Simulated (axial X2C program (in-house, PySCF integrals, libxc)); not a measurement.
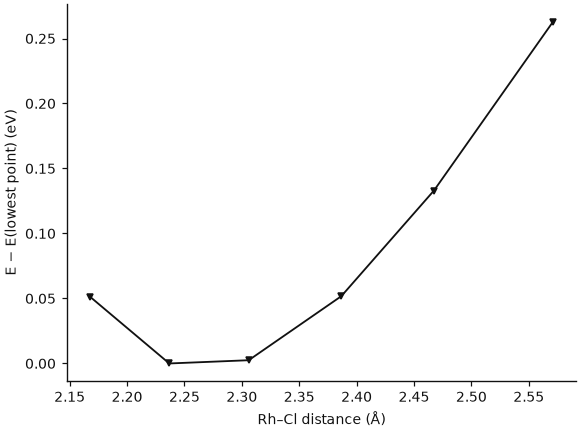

**Figure 1.** Energy at 6 bond lengths, for one set of occupations held fixed; the line joins the points. A polynomial of degree 4 through 6 points gives rₑ = 2.267 Å, ωₑ = 315.9 cm⁻¹, ωₑxₑ = 1.9 cm⁻¹ and Bₑ = 0.1257 cm⁻¹. The minimum lies 1.83 eV below Rh + Cl⁻, each computed as one determinant at the same level.

Relativistic diatomic calculation for RhCl⁻

RhCl⁻, single determinant with M_S = 1/2 and |Λ| = 2. Computed at this level: PBE, spin-free X2C-1e, Rh dyall-av3z, Cl dyall-av3z (cores contracted) (axial X2C program (in-house, PySCF integrals, libxc)).

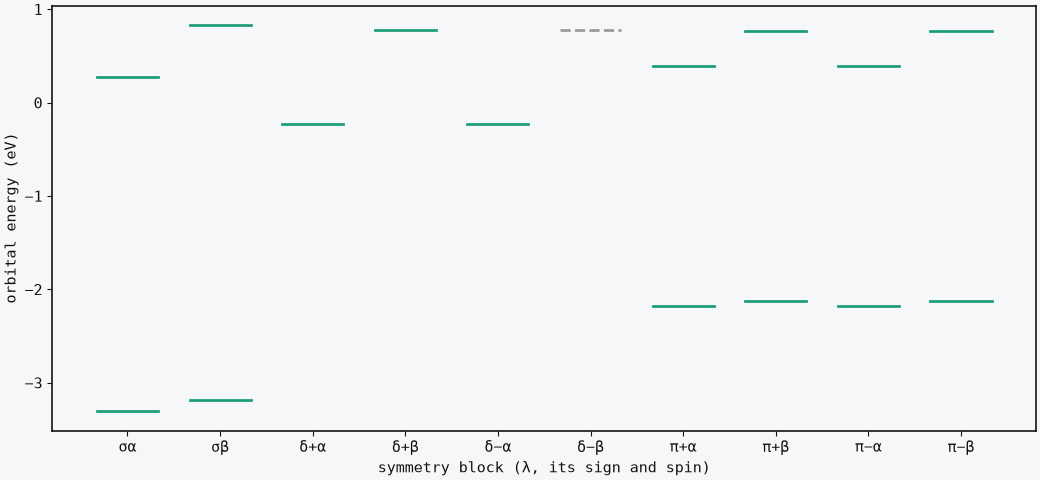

**Figure 2.** Orbital energies near the frontier at 2.31 Å, filled (solid) and empty (dashed); a label such as π−α means λ = −1 and α spin. The highest filled orbital (σβ; 44 % Rh d, 43 % Rh s) lies at 0.83 eV, the lowest empty one (δ−β; 100 % Rh d) at 0.78 eV. A filled level above zero is held only by the finite basis .

These pictures come from the run below.

## Input
```
{"zs": [45, 17], "q": -1, "bas": ["dyall-av3z", "dyall-av3z"], "levels": ["PBE0", "HF", "PBE", "BP86"], "cc": false, "r0": 2.24, "npts": 10, "nst": 2, "ntry": 6, "opt": {"gaunt": 0}}
```

The line is the task of a batch: nuclear charges, charge, bases, the levels to run, a first guess of the distance and further settings. This report covers PBE without spin-orbit coupling. The log is that of the reference distance 2.306 Å.

Launched within a batch (the task file carries these settings):
```bash
python <driver script> task.json out
```

## The program's output
```
spin-free X2C-1e  PBE
basis functions 198  fitting functions 1032  grid points 5080
iter        total energy     max residual
   1      -5244.865905228     1.53e-01
   2      -5244.869963608     9.78e-03
   3      -5244.871494468     2.56e-02
   4      -5244.871737025     1.26e-02
   5      -5244.872589080     9.66e-03
   6      -5244.872891152     1.18e-03
   7      -5244.873029195     4.87e-03
   8      -5244.873078547     5.77e-04
   9      -5244.873086947     4.57e-04
  10      -5244.873088265     8.80e-05
  11      -5244.873088817     5.14e-05
  12      -5244.873088887     2.69e-05
  13      -5244.873088916     1.14e-05
  14      -5244.873088924     3.61e-06
converged
one-electron -7597.82470969  Coulomb 2345.39135195  exact exchange 0.00000000  xc functional -167.99071399  nuclear repulsion 175.55098281
```

## The points of the curve

```tsv
R (Å)	E (hartree)	dipole (D; origin at the first atom, positive when the second is positive)	highest filled (eV)	lowest empty (eV)
2.168	−5244.871290	−4.70	0.83	0.77
2.237	−5244.873181	−4.98	0.84	0.78
2.306	−5244.873089	−5.26	0.83	0.78
2.387	−5244.871277	−5.62	0.81	0.76
2.467	−5244.868291	−5.99	0.78	0.72
2.571	−5244.863515	−6.51	0.73	0.65
```

## Summary

- outcome: converged; a filled level lies above zero
- bond length rₑ: 2.267 Å
- ωₑ: 315.9 cm⁻¹
- energy at the minimum: −5244.87334 hartree
- depth below the fragments: 1.83 eV
- largest ⟨S²⟩ along the curve: 1.01
- hardware: 1 thread of Arm Neoverse N1, 98 GiB of memory available, shared host
- wall time: 14 s
- peak memory: 0.4 GiB

## Notes

The highest filled level (PBE, up to 0.84 eV) lies above zero. That is common for anions, where the functional's self-interaction leaves the outer electrons unbound; only the finite basis holds them, so such levels depend on it. ⟨S²⟩ reaches 1.01 where a pure state of this multiplicity has 0.75, so the determinant is spin-contaminated. Caveats: 6 of the 10 points asked for were kept; at every distance an empty level lies below a filled one, since the occupations are held fixed.
